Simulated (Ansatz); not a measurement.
## Nudged elastic band, with input and output: BH2Cl2F

The run: nudged elastic band of BH2Cl2F. Method and program: RKS PBE/def2-SVP (Ansatz 0.2.0).

It belongs to a series of runs on one base structure; here: band between the two ends. Figures and captions count atoms from 1; the log counts them from 0 in places.

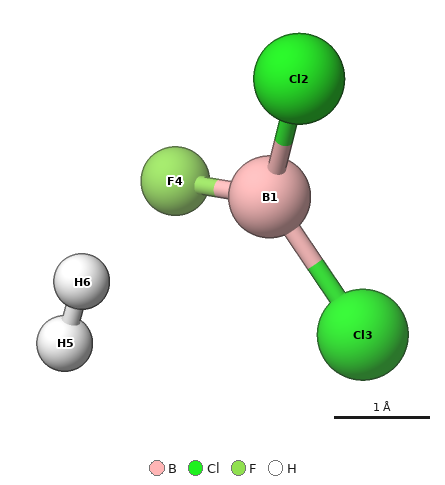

**Figure 1.** The structure as given in the input (ball-and-stick view, seen at a tilt; atoms are numbered from 1 in the order of the input). Bond lengths as drawn: B–Cl 1.75 to 1.76 Å, B–F 1.32 Å and H–H 0.77 Å.

**The input**
```yaml
crystal:
  periodic: [false, false, false]
  atoms:
    - { symbol: B, position_ang: [0.007554, 0.562157, 0.081671] }
    - { symbol: Cl, position_ang: [-0.032818, 0.939797, 1.7957] }
    - { symbol: Cl, position_ang: [1.50505, 0.611209, -0.831024] }
    - { symbol: F, position_ang: [-1.117718, 0.241039, -0.537339] }
    - { symbol: H, position_ang: [0.412399, -2.638524, 0.629008] }
    - { symbol: H, position_ang: [0.285735, -2.32238, 1.318285] }
basis:
  gaussian: { orbitals: def2-SVP }
hamiltonian:
  xc: pbe
neb:
  order_check: false
  images: 7
  f_tol: 0.05
  max_iterations: 60
  final_atoms:
    - { symbol: B, position_ang: [0.1191842, -0.35738941, -0.61169621] }
    - { symbol: Cl, position_ang: [0.05790177, -0.11550081, 2.60848333] }
    - { symbol: Cl, position_ang: [1.5305287, 0.61832924, -0.98664165] }
    - { symbol: F, position_ang: [-1.08477231, 0.17613198, -0.74121439] }
    - { symbol: H, position_ang: [0.23747322, -1.52770799, -0.32158736] }
    - { symbol: H, position_ang: [0.19988641, -1.40056501, 2.50895728] }
  initial_path:
    images:
      - { positions_ang: [[0.007554, 0.562157, 0.081671], [-0.032818, 0.939797, 1.7957], [1.50505, 0.611209, -0.831024], [-1.117718, 0.241039, -0.537339], [0.412399, -2.638524, 0.629008], [0.285735, -2.32238, 1.318285]] }
      - { positions_ang: [[0.00442405, 0.42589942, 0.06656819], [-0.02757198, 0.68184613, 1.90391321], [1.53092488, 0.47990104, -0.84863202], [-1.12476115, 0.18914158, -0.56357741], [0.39099915, -2.32354058, 0.57767127], [0.28618704, -2.05994958, 1.32035777]] }
      - { positions_ang: [[0.0012941, 0.28964183, 0.05146538], [-0.02232595, 0.42389526, 2.01212642], [1.55679976, 0.34859307, -0.86624005], [-1.13180429, 0.13724416, -0.58981583], [0.36959931, -2.00855717, 0.52633453], [0.28663907, -1.79751916, 1.32243054]] }
      - { positions_ang: [[-0.00183585, 0.15338425, 0.03636257], [-0.01707993, 0.16594439, 2.12033964], [1.58267465, 0.21728511, -0.88384807], [-1.13884744, 0.08534674, -0.61605424], [0.34819946, -1.69357375, 0.4749978], [0.28709111, -1.53508874, 1.32450331]] }
      - { positions_ang: [[-0.0049658, 0.01712666, 0.02125976], [-0.0118339, -0.09200648, 2.22855285], [1.60854953, 0.08597714, -0.9014561], [-1.14589059, 0.03344932, -0.64229265], [0.32679961, -1.37859034, 0.42366106], [0.28754315, -1.27265831, 1.32657608]] }
      - { positions_ang: [[0.0260717, -0.07650235, -0.13697923], [0.00560002, -0.09788006, 2.32353547], [1.58904432, 0.21906517, -0.92275249], [-1.13061102, 0.06911998, -0.66702309], [0.30446801, -1.41586975, 0.23734896], [0.26562896, -1.30463499, 1.62217138]] }
      - { positions_ang: [[0.0571092, -0.17013137, -0.29521823], [0.02303393, -0.10375364, 2.41851809], [1.56953912, 0.35215319, -0.94404887], [-1.11533145, 0.10479065, -0.69175352], [0.28213641, -1.45314916, 0.05103685], [0.24371478, -1.33661166, 1.91776668]] }
      - { positions_ang: [[0.0881467, -0.26376039, -0.45345722], [0.04046785, -0.10962723, 2.51350071], [1.55003391, 0.48524122, -0.96534526], [-1.10005188, 0.14046131, -0.71648396], [0.25980482, -1.49042858, -0.13527525], [0.2218006, -1.36858834, 2.21336198]] }
      - { positions_ang: [[0.1191842, -0.35738941, -0.61169621], [0.05790177, -0.11550081, 2.60848333], [1.5305287, 0.61832924, -0.98664165], [-1.08477231, 0.17613198, -0.74121439], [0.23747322, -1.52770799, -0.32158736], [0.19988641, -1.40056501, 2.50895728]] }
```

Launch command:
```bash
ansatz run input.yaml --threads 1 --pin off --max-ram 2048MiB --backend cpu --events-out ev --progress --plain --runs-dir out
```

**Output**
```
Engine: ansatz 0.2.0, aarch64-unknown-linux-gnu
Functional definition: PBE
  parameter kappa = 0.804
  parameter beta = 0.06672455060314922
  exchange = pbe_x(kappa = kappa, mu = beta*pi^2/3)
  correlation = pbe_c(beta = beta)
808 factors; their error is unknown
mean field evaluation 1: about -28448.3435 eV, gradient 2.7e1 eV
mean field evaluation 2: about -28445.1973 eV, gradient 5.3e1 eV
mean field evaluation 4: about -28449.6818 eV, gradient 1.3e0 eV
mean field evaluation 8: about -28449.6876 eV, gradient 1.8e-2 eV
mean field evaluation 16: about -28449.6460 eV, gradient 3.5e-5 eV
mean field -28449.64598557 eV, -1045.5052061072 hartree, gradient 3.5e-5 eV, S^2 0.000000; 0 other end points of the search recorded, 0 dependent functions left out
the calculation of the forces begins
reference -28449.64601339 eV, -1045.5052071293 hartree; 25, 25 occupied and 49, 49 virtual orbitals, 808 factors
808 factors; their error is unknown
mean field -28448.99366798 eV, -1045.4812338776 hartree, gradient 7.3e-5 eV, S^2 0.000000; 0 other end points of the search recorded, 0 dependent functions left out
[... from here on the field's lines of each further geometry are left out, up to the last ...]
NEB iter   1: max|band force component| = 4.677e0 eV/Å  barrier→ = 2.7669 eV  barrier← = 2.1146 eV  Δτ_max = 0.2000 Å  (219 SCF iters)
NEB iter   2: max|band force component| = 2.095e0 eV/Å  barrier→ = 1.6513 eV  barrier← = 0.9990 eV  Δτ_max = 0.2000 Å  (211 SCF iters)
NEB iter   3: max|band force component| = 3.056e0 eV/Å  barrier→ = 1.4004 eV  barrier← = 0.7480 eV  Δτ_max = 0.1031 Å  (215 SCF iters)
NEB iter   4: max|band force component| = 1.988e0 eV/Å  barrier→ = 1.3075 eV  barrier← = 0.6552 eV  Δτ_max = 0.1031 Å  (204 SCF iters)
NEB iter   5: max|band force component| = 2.379e0 eV/Å  barrier→ = 1.2021 eV  barrier← = 0.5498 eV  Δτ_max = 0.0506 Å  (192 SCF iters)
NEB iter   6: max|band force component| = 1.244e0 eV/Å  barrier→ = 1.1996 eV  barrier← = 0.5473 eV  Δτ_max = 0.0510 Å  (186 SCF iters)
NEB iter   7: max|band force component| = 2.035e0 eV/Å  barrier→ = 1.1700 eV  barrier← = 0.5177 eV  Δτ_max = 0.0252 Å  (188 SCF iters)
NEB iter   8: max|band force component| = 9.042e-1 eV/Å  barrier→ = 1.1784 eV  barrier← = 0.5261 eV  Δτ_max = 0.0250 Å  (189 SCF iters)
NEB iter   9: max|band force component| = 6.464e-1 eV/Å  barrier→ = 1.2099 eV  barrier← = 0.5576 eV  CI = image 4  Δτ_max = 0.0505 Å  (184 SCF iters)
NEB iter  10: max|band force component| = 4.575e-1 eV/Å  barrier→ = 1.2844 eV  barrier← = 0.6321 eV  CI = image 4  Δτ_max = 0.1001 Å  (183 SCF iters)
NEB iter  11: max|band force component| = 2.596e0 eV/Å  barrier→ = 1.3405 eV  barrier← = 0.6882 eV  CI = image 4  Δτ_max = 0.0508 Å  (190 SCF iters)
NEB iter  12: max|band force component| = 9.092e-1 eV/Å  barrier→ = 1.3392 eV  barrier← = 0.6869 eV  CI = image 4  Δτ_max = 0.0993 Å  (187 SCF iters)
NEB iter  13: max|band force component| = 1.774e0 eV/Å  barrier→ = 1.3366 eV  barrier← = 0.6843 eV  CI = image 4  Δτ_max = 0.0511 Å  (196 SCF iters)
NEB iter  14: max|band force component| = 6.320e-1 eV/Å  barrier→ = 1.3359 eV  barrier← = 0.6836 eV  CI = image 4  Δτ_max = 0.1011 Å  (188 SCF iters)
NEB iter  15: max|band force component| = 4.651e0 eV/Å  barrier→ = 1.3358 eV  barrier← = 0.6835 eV  CI = image 4  Δτ_max = 0.0502 Å  (197 SCF iters)
NEB iter  16: max|band force component| = 7.889e-1 eV/Å  barrier→ = 1.3357 eV  barrier← = 0.6834 eV  CI = image 4  Δτ_max = 0.0981 Å  (162 SCF iters)
NEB iter  17: max|band force component| = 2.328e0 eV/Å  barrier→ = 1.3357 eV  barrier← = 0.6834 eV  CI = image 4  Δτ_max = 0.0503 Å  (177 SCF iters)
NEB iter  18: max|band force component| = 1.949e0 eV/Å  barrier→ = 1.3357 eV  barrier← = 0.6834 eV  CI = image 4  Δτ_max = 0.0993 Å  (173 SCF iters)
NEB iter  19: max|band force component| = 4.517e0 eV/Å  barrier→ = 1.3357 eV  barrier← = 0.6834 eV  CI = image 4  Δτ_max = 0.0509 Å  (172 SCF iters)
NEB iter  20: max|band force component| = 1.673e0 eV/Å  barrier→ = 1.3357 eV  barrier← = 0.6834 eV  CI = image 4  Δτ_max = 0.1018 Å  (160 SCF iters)
NEB iter  21: max|band force component| = 8.346e-1 eV/Å  barrier→ = 1.3357 eV  barrier← = 0.6834 eV  CI = image 4  Δτ_max = 0.1029 Å  (177 SCF iters)
NEB iter  22: max|band force component| = 1.791e0 eV/Å  barrier→ = 1.3357 eV  barrier← = 0.6834 eV  CI = image 4  Δτ_max = 0.0505 Å  (172 SCF iters)
NEB iter  23: max|band force component| = 2.381e-1 eV/Å  barrier→ = 1.3357 eV  barrier← = 0.6834 eV  CI = image 4  Δτ_max = 0.0844 Å  (168 SCF iters)
NEB iter  24: max|band force component| = 1.008e0 eV/Å  barrier→ = 1.3357 eV  barrier← = 0.6834 eV  CI = image 4  Δτ_max = 0.0432 Å  (155 SCF iters)
NEB iter  25: max|band force component| = 2.715e-1 eV/Å  barrier→ = 1.3357 eV  barrier← = 0.6834 eV  CI = image 4  Δτ_max = 0.0568 Å  (151 SCF iters)
NEB iter  26: max|band force component| = 1.410e-1 eV/Å  barrier→ = 1.3357 eV  barrier← = 0.6834 eV  CI = image 4  Δτ_max = 0.0856 Å  (156 SCF iters)
NEB iter  27: max|band force component| = 4.197e-1 eV/Å  barrier→ = 1.3357 eV  barrier← = 0.6834 eV  CI = image 4  Δτ_max = 0.0428 Å  (152 SCF iters)
NEB iter  28: max|band force component| = 3.988e-1 eV/Å  barrier→ = 1.3357 eV  barrier← = 0.6834 eV  CI = image 4  Δτ_max = 0.0213 Å  (133 SCF iters)
NEB iter  29: max|band force component| = 1.523e-1 eV/Å  barrier→ = 1.3357 eV  barrier← = 0.6834 eV  CI = image 4  Δτ_max = 0.0217 Å  (136 SCF iters)
the calculation of the forces begins
reference -28448.97726798 eV, -1045.4806311888 hartree; 25, 25 occupied and 49, 49 virtual orbitals, 808 factors
808 factors; their error is unknown
mean field evaluation 1536: about -28448.3525 eV, gradient 4.6e-2 eV
mean field -28448.31027559 eV, -1045.4561196708 hartree, gradient 1.5e-5 eV, S^2 0.000000; 1 other end points of the search recorded, 0 dependent functions left out
the calculation of the forces begins
reference -28448.31030031 eV, -1045.4561205792 hartree; 25, 25 occupied and 49, 49 virtual orbitals, 808 factors
NEB iter  30: max|band force component| = 3.423e-2 eV/Å  barrier→ = 1.3357 eV  barrier← = 0.6834 eV  CI = image 4  Δτ_max = 0.0000 Å  (316 SCF iters)
```

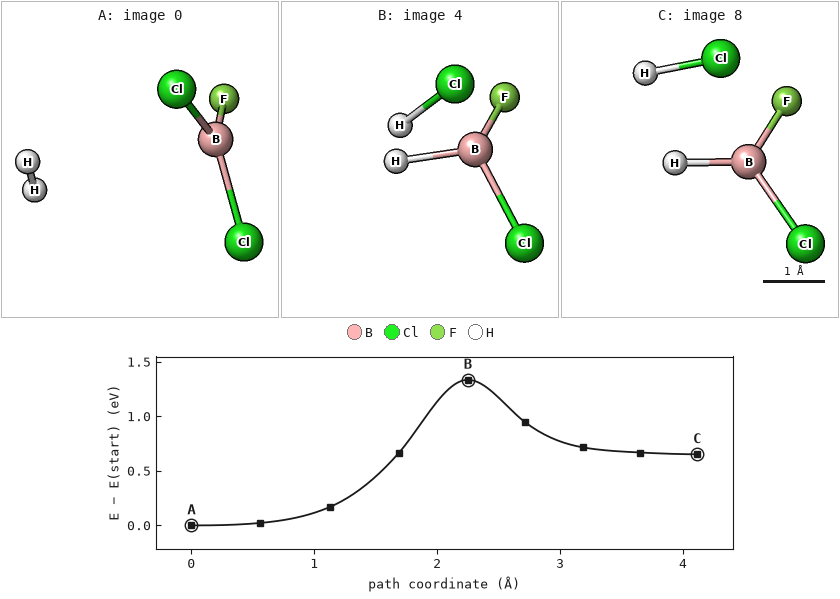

**Figure 2.** Images of the last band (counted from 0; ball-and-stick, seen at a tilt) above the energy along the path; the line is a cubic interpolation that uses the forces. The highest image is number 4, 1.336 eV above the start and 0.683 eV above the end (the climbing image); the end lies 0.652 eV above the start. The path is 4.11 Å long. The band converged in 30 iterations.

```
Total energy: -28448.31030031 eV, -1045.4561205792 hartree
Atom 0 at     0.107814    -0.304237     0.026884 Å, force     0.000049     0.000016    -0.000003 eV/Å
Atom 1 at     0.080251     0.149075     2.104772 Å, force     0.000004    -0.000009    -0.000016 eV/Å
Atom 2 at     1.584686     0.309528    -0.736647 Å, force     0.000000     0.000008    -0.000000 eV/Å
Atom 3 at    -1.098949    -0.010004    -0.464657 Å, force    -0.000018    -0.000017     0.000009 eV/Å
Atom 4 at     0.225154    -1.599738     0.272249 Å, force    -0.000016    -0.000003    -0.000004 eV/Å
Atom 5 at     0.161247    -1.151327     1.253701 Å, force    -0.000019     0.000005     0.000013 eV/Å
Dipole moment:     0.040104    -0.325329     0.121026 e Å
this run last wrote the band of iteration 30 to [file]
```

**The last band as extended XYZ (Å, eV, eV/Å)**
```
6
Properties=species:S:1:pos:R:3:forces:R:3 image=0 energy=-28449.64599
B     0.0076    0.5622    0.0817    0.0100  -0.0018  -0.0013
Cl   -0.0328    0.9398    1.7957   -0.0075  -0.0062  -0.0215
Cl    1.5050    0.6112   -0.8310   -0.0237  -0.0021   0.0078
F    -1.1177    0.2410   -0.5373    0.0208   0.0088   0.0153
H     0.4124   -2.6385    0.6290   -0.0013   0.0063   0.0165
H     0.2857   -2.3224    1.3183    0.0018  -0.0050  -0.0168
6
Properties=species:S:1:pos:R:3:forces:R:3 image=1 energy=-28449.62320
B     0.0272    0.4073    0.1404    0.0003   0.0128  -0.0012
Cl   -0.0305    0.8524    1.8386   -0.0040   0.0414  -0.0107
Cl    1.5251    0.4583   -0.7707   -0.0038   0.0322  -0.0070
F    -1.0890    0.0431   -0.4703   -0.0024   0.0345  -0.0066
H     0.3521   -2.3192    0.5019    0.0059  -0.0586   0.0114
H     0.2752   -2.0487    1.2164    0.0041  -0.0623   0.0141
6
Properties=species:S:1:pos:R:3:forces:R:3 image=2 energy=-28449.47823
B     0.0484    0.2214    0.1926   -0.0243   0.2385  -0.0080
Cl   -0.0133    0.6508    1.9055   -0.0203   0.1783  -0.0524
Cl    1.5420    0.3424   -0.7271   -0.0092   0.0559   0.0069
F    -1.0777   -0.0675   -0.4432    0.0063   0.0551   0.0200
H     0.3152   -2.0157    0.4077    0.0203  -0.2401   0.0244
H     0.2456   -1.7380    1.1208    0.0272  -0.2877   0.0089
6
Properties=species:S:1:pos:R:3:forces:R:3 image=3 energy=-28448.98300
B     0.0798   -0.0464    0.2059   -0.0692   0.6741   0.4558
Cl    0.0249    0.4094    1.9894   -0.0642   0.5460  -0.2456
Cl    1.5577    0.2900   -0.7210   -0.0391  -0.0679   0.0612
F    -1.0821   -0.0912   -0.4492    0.0518  -0.0574   0.0903
H     0.2753   -1.7411    0.3468    0.0437  -0.3496   0.1078
H     0.2045   -1.4273    1.0844    0.0769  -0.7454  -0.4695
6
Properties=species:S:1:pos:R:3:forces:R:3 image=4 energy=-28448.31028
B     0.1078   -0.3042    0.0269    0.0000   0.0000   0.0000
Cl    0.0803    0.1491    2.1048    0.0000   0.0000   0.0000
Cl    1.5847    0.3095   -0.7366    0.0000   0.0000   0.0000
F    -1.0989   -0.0100   -0.4647    0.0000   0.0000   0.0000
H     0.2252   -1.5997    0.2722    0.0000   0.0000   0.0000
H     0.1612   -1.1513    1.2537    0.0000   0.0000   0.0000
6
Properties=species:S:1:pos:R:3:forces:R:3 image=5 energy=-28448.69967
B     0.1133   -0.4119   -0.2171    0.0203  -0.2329  -0.4778
Cl    0.0990    0.0115    2.2922    0.0071  -0.1500   0.3222
Cl    1.5747    0.3914   -0.7641   -0.0052   0.0915  -0.0850
F    -1.0923    0.0671   -0.4851    0.0187   0.0799  -0.0888
H     0.2074   -1.5931    0.1263   -0.0275   0.0016  -0.2028
H     0.1581   -1.0717    1.5041   -0.0134   0.2099   0.5323
6
Properties=species:S:1:pos:R:3:forces:R:3 image=6 energy=-28448.92960
B     0.1190   -0.4178   -0.4028    0.0310  -0.0184  -0.0961
Cl    0.0825   -0.0850    2.5531   -0.0034  -0.0291   0.0985
Cl    1.5598    0.4746   -0.8463   -0.0082   0.0098  -0.0431
F    -1.0770    0.1136   -0.5855   -0.0158   0.0242  -0.0485
H     0.2103   -1.5723   -0.0255   -0.0031   0.0036  -0.0488
H     0.1657   -1.1198    1.7633   -0.0005   0.0098   0.1382
6
Properties=species:S:1:pos:R:3:forces:R:3 image=7 energy=-28448.97724
B     0.1245   -0.3940   -0.5271   -0.0097   0.0272   0.0085
Cl    0.0640   -0.0889    2.6527    0.0004  -0.0080   0.0042
Cl    1.5436    0.5546   -0.9241    0.0225   0.0277  -0.0347
F    -1.0768    0.1473   -0.6400   -0.0065   0.0073  -0.0346
H     0.2357   -1.5612   -0.2192   -0.0084  -0.0339   0.0064
H     0.1692   -1.2644    2.1139    0.0017  -0.0204   0.0503
6
Properties=species:S:1:pos:R:3:forces:R:3 image=8 energy=-28448.99367
B     0.1192   -0.3574   -0.6117   -0.0020  -0.0214  -0.0006
Cl    0.0579   -0.1155    2.6085   -0.0034   0.0142  -0.0029
Cl    1.5305    0.6183   -0.9866    0.0148   0.0153  -0.0031
F    -1.0848    0.1761   -0.7412   -0.0113   0.0110   0.0021
H     0.2375   -1.5277   -0.3216   -0.0010  -0.0046   0.0030
H     0.1999   -1.4006    2.5090    0.0029  -0.0145   0.0015
```

**Key numbers**

| quantity | value |
| --- | --- |
| outcome | converged |
| barrier, forward | 1.336 eV |
| barrier, backward | 0.683 eV |
| hardware | 1 thread of Arm Neoverse V2, 24 GiB of memory available, shared host |
| wall time | 5.5 min |
| peak memory | 0.13 GiB |

The order of the saddle point was not checked.
